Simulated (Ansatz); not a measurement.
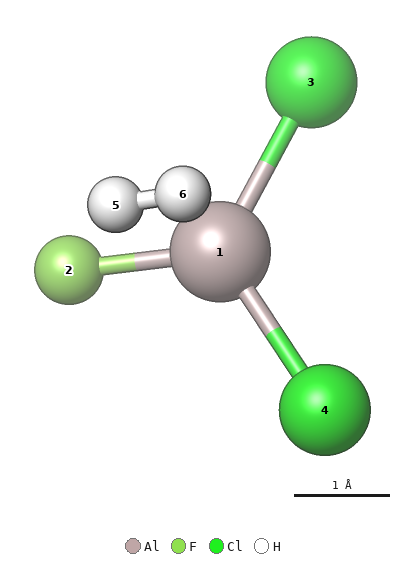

Figure 1. The starting structure (ball-and-stick view, seen at a tilt; atoms are numbered from 1 in the order of the input). Sticks mark near contacts. Bond lengths as drawn: Al–Cl 2.08 Å, Al–F 1.66 Å and H–H 0.76 Å.

Nudged elastic band, with input and output: AlH$_{2}$Cl$_{2}$F

AlH$_{2}$Cl$_{2}$F, computed with UKS r2SCANh/def2-SVP (Ansatz 0.2.0).

It belongs to a series of runs on one base structure; here: band between the two ends. Figures and captions count atoms from 1; the log counts them from 0 in places.

**Input file**
```yaml
crystal:
  periodic: [false, false, false]
  atoms:
    - { symbol: Al, position_ang: [-0.211643, -0.549151, 0.224711] }
    - { symbol: F, position_ang: [-1.765827, 0.021318, 0.175201] }
    - { symbol: Cl, position_ang: [0.489765, -1.709834, -1.352776] }
    - { symbol: Cl, position_ang: [0.839124, -0.465362, 2.018167] }
    - { symbol: H, position_ang: [-0.04635, 1.445921, -0.528918] }
    - { symbol: H, position_ang: [0.694931, 1.257108, -0.536286] }
magnetization:
  spin_polarized: true
basis:
  gaussian: { orbitals: def2-SVP }
hamiltonian:
  xc: r2scanh
neb:
  order_check: false
  images: 7
  f_tol: 0.03
  max_iterations: 42
  final_atoms:
    - { symbol: Al, position_ang: [0.53169199, -0.28632559, 0.05051249] }
    - { symbol: F, position_ang: [-1.34882932, 0.48131145, -0.03774204] }
    - { symbol: Cl, position_ang: [0.31868667, -1.92874695, -1.25079873] }
    - { symbol: Cl, position_ang: [0.66739206, -0.68632555, 2.11398726] }
    - { symbol: H, position_ang: [-1.29257259, 1.35519473, -0.36617952] }
    - { symbol: H, position_ang: [1.12363121, 1.06489192, -0.50968047] }
  initial_path:
    images:
      - { positions_ang: [[-0.211643, -0.549151, 0.224711], [-1.765827, 0.021318, 0.175201], [0.489765, -1.709834, -1.352776], [0.839124, -0.465362, 2.018167], [-0.04635, 1.445921, -0.528918], [0.694931, 1.257108, -0.536286]] }
      - { positions_ang: [[-0.09047311, -0.55376704, 0.2136582], [-1.70052497, 0.15234445, 0.11885745], [0.47244933, -1.73836815, -1.35944158], [0.82664773, -0.48051929, 2.04389088], [-0.14975859, 1.35372001, -0.48363532], [0.64165962, 1.26659003, -0.53323064]] }
      - { positions_ang: [[0.03069677, -0.55838308, 0.20260541], [-1.63522293, 0.28337089, 0.0625139], [0.45513365, -1.76690229, -1.36610716], [0.81417146, -0.49567659, 2.06961477], [-0.25316719, 1.26151901, -0.43835265], [0.58838824, 1.27607205, -0.53017527]] }
      - { positions_ang: [[0.15186666, -0.56299912, 0.19155261], [-1.5699209, 0.41439734, 0.00617035], [0.43781798, -1.79543644, -1.37277274], [0.80169519, -0.51083388, 2.09533865], [-0.35657578, 1.16931802, -0.39306997], [0.53511685, 1.28555408, -0.52711991]] }
      - { positions_ang: [[0.27303655, -0.56761516, 0.18049981], [-1.50461887, 0.54542378, -0.05017319], [0.42050231, -1.82397058, -1.37943832], [0.78921892, -0.52599117, 2.12106254], [-0.45998438, 1.07711703, -0.3477873], [0.48184547, 1.29503611, -0.52406455]] }
      - { positions_ang: [[0.33770041, -0.49729277, 0.14800298], [-1.46567148, 0.5293957, -0.04706541], [0.3950484, -1.85016467, -1.34727842], [0.7587622, -0.56607477, 2.11929372], [-0.66813143, 1.14663645, -0.35238535], [0.64229191, 1.23750006, -0.52046853]] }
      - { positions_ang: [[0.40236427, -0.42697038, 0.11550615], [-1.42672409, 0.51336762, -0.04395762], [0.36959449, -1.87635877, -1.31511852], [0.72830549, -0.60615836, 2.1175249], [-0.87627849, 1.21615588, -0.35698341], [0.80273834, 1.17996401, -0.51687251]] }
      - { positions_ang: [[0.46702813, -0.35664799, 0.08300932], [-1.38777671, 0.49733953, -0.04084983], [0.34414058, -1.90255286, -1.28295863], [0.69784877, -0.64624196, 2.11575608], [-1.08442554, 1.2856753, -0.36158146], [0.96318477, 1.12242797, -0.51327649]] }
      - { positions_ang: [[0.53169199, -0.28632559, 0.05051249], [-1.34882932, 0.48131145, -0.03774204], [0.31868667, -1.92874695, -1.25079873], [0.66739206, -0.68632555, 2.11398726], [-1.29257259, 1.35519473, -0.36617952], [1.12363121, 1.06489192, -0.50968047]] }
```

Run on 2 threads of Intel Xeon (Sapphire Rapids), 16 GiB of memory available, shared host.

Run as:
```bash
ansatz run input.yaml --threads 2 --pin off --max-ram 3072MiB --backend cpu --events-out ev --progress --plain --runs-dir out
```

**The program's output**
```
Engine: ansatz 0.2.0, x86_64-unknown-linux-gnu
Functional definition: r2SCANh
  parameter a = 0.1
  parameter k0 = 0.174
  parameter k1 = 0.065
  parameter a1 = 4.9479
  exchange = (1 - a)*r2scan_x(k0 = k0, k1 = k1, a1 = a1) + a*exact_x
  correlation = r2scan_c
755 factors; integrals over basis functions are off by at most 3.3e-4 eV
mean field evaluation 1: about -34379.0868 eV, gradient 2.5e1 eV
mean field evaluation 2: about -34374.9945 eV, gradient 4.4e1 eV
mean field evaluation 4: about -34381.2205 eV, gradient 9.9e-1 eV
mean field evaluation 8: about -34381.2276 eV, gradient 3.0e-3 eV
mean field -34381.22764476 eV, -1263.4868115118 hartree, gradient 1.4e-5 eV, S^2 0.000000; 0 other end points of the search recorded, 0 dependent functions left out
the calculation of the forces begins
reference -34381.22765558 eV, -1263.4868119094 hartree; 29, 29 occupied and 49, 49 virtual orbitals, 755 factors
757 factors; integrals over basis functions are off by at most 1.3e-3 eV
mean field evaluation 16: about -34378.7661 eV, gradient 2.0e1 eV
mean field -34380.11323981 eV, -1263.4458578853 hartree, gradient 2.1e-5 eV, S^2 0.000000; 0 other end points of the search recorded, 0 dependent functions left out
[... from here on the field's lines of each further geometry are left out, up to the last ...]
NEB iter   1: max|band force component| = 3.378e0 eV/Å  barrier→ = 1.8801 eV  barrier← = 0.7657 eV  Δτ_max = 0.2000 Å  (235 SCF iters)
NEB iter   2: max|band force component| = 1.934e0 eV/Å  barrier→ = 1.4693 eV  barrier← = 0.3549 eV  Δτ_max = 0.2000 Å  (207 SCF iters)
NEB iter   3: max|band force component| = 1.405e0 eV/Å  barrier→ = 1.2666 eV  barrier← = 0.1522 eV  Δτ_max = 0.1087 Å  (206 SCF iters)
NEB iter   4: max|band force component| = 4.803e-1 eV/Å  barrier→ = 1.2334 eV  barrier← = 0.1190 eV  CI = image 5  Δτ_max = 0.0712 Å  (199 SCF iters)
NEB iter   5: max|band force component| = 8.288e-1 eV/Å  barrier→ = 1.2289 eV  barrier← = 0.1145 eV  CI = image 5  Δτ_max = 0.0193 Å  (200 SCF iters)
NEB iter   6: max|band force component| = 2.925e-1 eV/Å  barrier→ = 1.2247 eV  barrier← = 0.1103 eV  CI = image 5  Δτ_max = 0.0208 Å  (184 SCF iters)
NEB iter   7: max|band force component| = 6.832e-2 eV/Å  barrier→ = 1.2248 eV  barrier← = 0.1104 eV  CI = image 5  Δτ_max = 0.0030 Å  (183 SCF iters)
the calculation of the forces begins
reference -34380.09276803 eV, -1263.4451055614 hartree; 29, 29 occupied and 49, 49 virtual orbitals, 757 factors
758 factors; integrals over basis functions are off by at most 1.4e-3 eV
mean field evaluation 544: about -34380.0026 eV, gradient 1.9e-1 eV
mean field -34380.00278999 eV, -1263.4417989294 hartree, gradient 2.5e-5 eV, S^2 0.000000; 1 other end points of the search recorded, 0 dependent functions left out
the calculation of the forces begins
reference -34380.00280050 eV, -1263.4417993155 hartree; 29, 29 occupied and 49, 49 virtual orbitals, 758 factors
NEB iter   8: max|band force component| = 9.118e-3 eV/Å  barrier→ = 1.2249 eV  barrier← = 0.1104 eV  CI = image 5  Δτ_max = 0.0000 Å  (339 SCF iters)
```

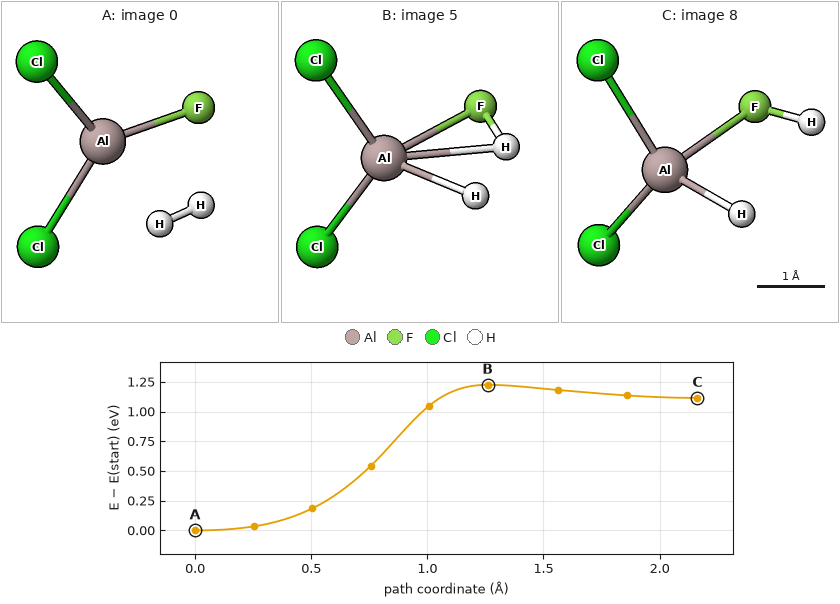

Figure 2. Images of the last band (counted from 0; ball-and-stick, seen at a tilt) above the energy along the path; the line is a cubic interpolation that uses the forces. The highest image is number 5, 1.225 eV above the start and 0.110 eV above the end (the climbing image); the end lies 1.114 eV above the start. The path is 2.16 Å long. The band converged in 8 iterations.

```
Total energy: -34380.00280050 eV, -1263.4417993155 hartree
Atom 0 at     0.296253    -0.342025     0.096701 Å, force     0.003089     0.000582    -0.006715 eV/Å
Atom 1 at    -1.407992     0.518876    -0.046686 Å, force     0.002163     0.004410    -0.000622 eV/Å
Atom 2 at     0.413744    -1.900566    -1.288080 Å, force     0.000916    -0.000510     0.000506 eV/Å
Atom 3 at     0.771614    -0.644312     2.107137 Å, force    -0.001507    -0.000235     0.003976 eV/Å
Atom 4 at    -0.667218     1.187193    -0.371581 Å, force    -0.005023    -0.002150     0.005020 eV/Å
Atom 5 at     0.593598     1.180833    -0.497392 Å, force     0.000362    -0.002097    -0.002166 eV/Å
Dipole moment:    -0.118965     0.406533    -0.137320 e Å
this run last wrote the band of iteration 8 to [file]
```

**The last band as extended XYZ (Å, eV, eV/Å)**
```
6
Properties=species:S:1:pos:R:3:forces:R:3 image=0 energy=-34381.22764
Al   -0.2116   -0.5492    0.2247    0.0029  -0.0011   0.0001
F    -1.7658    0.0213    0.1752   -0.0042   0.0029  -0.0006
Cl    0.4898   -1.7098   -1.3528    0.0011  -0.0016  -0.0019
Cl    0.8391   -0.4654    2.0182    0.0016  -0.0001   0.0023
H    -0.0464    1.4459   -0.5289    0.0050  -0.0007  -0.0003
H     0.6949    1.2571   -0.5363   -0.0064   0.0006   0.0005
6
Properties=species:S:1:pos:R:3:forces:R:3 image=1 energy=-34381.19400
Al   -0.1471   -0.5310    0.2110   -0.1168  -0.0637   0.0363
F    -1.6663    0.1372    0.1211   -0.1279  -0.1348   0.0640
Cl    0.4928   -1.7824   -1.3227    0.0171   0.0581  -0.0183
Cl    0.8429   -0.5381    2.0407    0.0147   0.0545  -0.0275
H    -0.1415    1.4014   -0.5026    0.1158   0.0865  -0.0444
H     0.6191    1.3130   -0.5474    0.0972  -0.0005  -0.0102
6
Properties=species:S:1:pos:R:3:forces:R:3 image=2 energy=-34381.04275
Al   -0.0531   -0.4787    0.1825   -0.4399  -0.2413   0.1362
F    -1.5626    0.2435    0.0711   -0.3300  -0.3791   0.1761
Cl    0.4814   -1.8280   -1.3089    0.0802   0.1150  -0.0317
Cl    0.8331   -0.5812    2.0628    0.0730   0.1037  -0.0686
H    -0.2368    1.3312   -0.4680    0.4058   0.2643  -0.1383
H     0.5381    1.3133   -0.5394    0.2109   0.1374  -0.0737
6
Properties=species:S:1:pos:R:3:forces:R:3 image=3 energy=-34380.68486
Al    0.0641   -0.4143    0.1470   -0.9423  -0.3660   0.2350
F    -1.4779    0.3424    0.0256   -0.3820  -0.7307   0.3133
Cl    0.4606   -1.8584   -1.3002    0.1384   0.1538  -0.0396
Cl    0.8144   -0.6081    2.0805    0.1267   0.1359  -0.1015
H    -0.3448    1.2613   -0.4314    1.1784   0.4450  -0.2834
H     0.4836    1.2772   -0.5213   -0.1191   0.3619  -0.1238
6
Properties=species:S:1:pos:R:3:forces:R:3 image=4 energy=-34380.17792
Al    0.1859   -0.3675    0.1177   -0.7427  -0.1910   0.1459
F    -1.4279    0.4396   -0.0156   -0.0984  -0.4452   0.1793
Cl    0.4401   -1.8803   -1.2938    0.0944   0.0999  -0.0259
Cl    0.7964   -0.6253    2.0942    0.0857   0.0891  -0.0660
H    -0.4961    1.2046   -0.3957    1.1816   0.1575  -0.1779
H     0.5016    1.2290   -0.5068   -0.5205   0.2896  -0.0554
6
Properties=species:S:1:pos:R:3:forces:R:3 image=5 energy=-34380.00279
Al    0.2963   -0.3420    0.0967    0.0031   0.0006  -0.0067
F    -1.4080    0.5189   -0.0467    0.0022   0.0044  -0.0006
Cl    0.4137   -1.9006   -1.2881    0.0009  -0.0005   0.0005
Cl    0.7716   -0.6443    2.1071   -0.0015  -0.0002   0.0040
H    -0.6672    1.1872   -0.3716   -0.0050  -0.0022   0.0050
H     0.5936    1.1808   -0.4974    0.0004  -0.0021  -0.0022
6
Properties=species:S:1:pos:R:3:forces:R:3 image=6 energy=-34380.04636
Al    0.4045   -0.3189    0.0767    0.0630   0.0112  -0.0144
F    -1.4065    0.5182   -0.0466   -0.0034  -0.0061   0.0052
Cl    0.3853   -1.9228   -1.2719   -0.0101  -0.0105   0.0096
Cl    0.7411   -0.6729    2.1144   -0.0138  -0.0128   0.0028
H    -0.8764    1.2538   -0.3736   -0.1199   0.0372  -0.0008
H     0.7521    1.1425   -0.4989    0.0842  -0.0189  -0.0024
6
Properties=species:S:1:pos:R:3:forces:R:3 image=7 energy=-34380.09276
Al    0.4753   -0.3030    0.0630    0.0313   0.0082  -0.0067
F    -1.3810    0.4955   -0.0400    0.0092  -0.0138   0.0049
Cl    0.3556   -1.9344   -1.2571   -0.0087  -0.0038   0.0054
Cl    0.7073   -0.6895    2.1160   -0.0105  -0.0054  -0.0003
H    -1.0865    1.3237   -0.3772   -0.0929   0.0278  -0.0003
H     0.9293    1.1076   -0.5047    0.0716  -0.0130  -0.0031
6
Properties=species:S:1:pos:R:3:forces:R:3 image=8 energy=-34380.11324
Al    0.5317   -0.2863    0.0505    0.0017  -0.0001   0.0002
F    -1.3488    0.4813   -0.0377    0.0018  -0.0002  -0.0004
Cl    0.3187   -1.9287   -1.2508   -0.0001  -0.0006   0.0000
Cl    0.6674   -0.6863    2.1140    0.0001  -0.0006   0.0005
H    -1.2926    1.3552   -0.3662   -0.0013   0.0020  -0.0006
H     1.1236    1.0649   -0.5097   -0.0022  -0.0005   0.0003
```

**Summary**

- outcome: converged
- barrier, forward: 1.225 eV
- barrier, backward: 0.110 eV
- wall time: 3.4 min (CPU time 6.6 min)
- peak memory: 0.3 GiB

**Remarks**

The order of the saddle point was not checked.
